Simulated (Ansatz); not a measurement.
```
Ga Sb As
1.0
     4.31457    0.00000    0.00000
     0.00000    4.31457    0.00000
     0.00000    0.00000   12.19343
Ga Sb As
4 3 1
Direct
  0.50000 0.00000 0.62927
  0.00000 0.50000 0.88740
  0.50000 0.00000 0.11260
  0.00000 0.50000 0.37073
  0.50000 0.50000 0.24181
  0.00000 0.00000 0.50000
  0.50000 0.50000 0.75819
  0.00000 0.00000 0.00000
```

Space group P-4m2; a structure generated by program, which may or may not match a known phase.

Theory: DFT PBE, scalar-relativistic, plane waves, PAW (Ansatz 0.2.0).

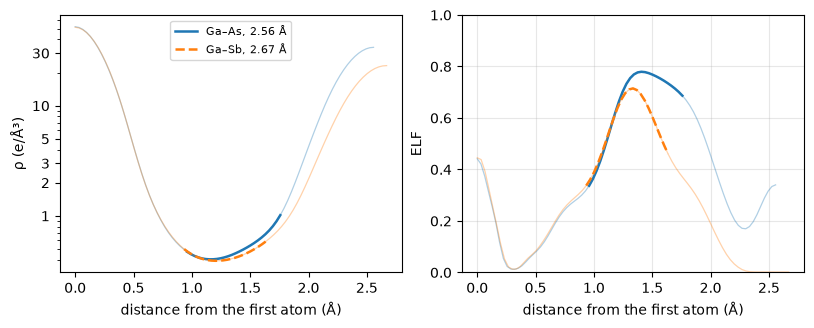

Ga4Sb3As. Valence pseudo-density and electron localisation function along straight lines between neighbouring atoms. Thin, pale parts lie inside the atomic spheres.

In a PAW calculation such maps are meaningful between the atoms, not at the nuclei.

### What can be read from the curves?

Ga–As (2.56 Å): the density is about 0.42 e/Å³ at the midpoint; the ELF peaks at about 0.80 between the atoms.
Ga–Sb (2.67 Å): the density is about 0.41 e/Å³ at the midpoint; the ELF peaks at about 0.70 between the atoms.
